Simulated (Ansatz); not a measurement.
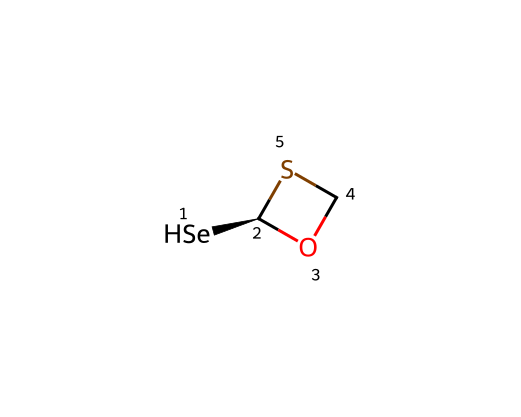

Skeletal drawing with numbered atoms; wedges and dashes mark any stereocentres. The configuration is that of a computed structure (PBE-D4/def2-SVP).

What are the Cahn–Ingold–Prelog descriptors?

Answer. C2: R.
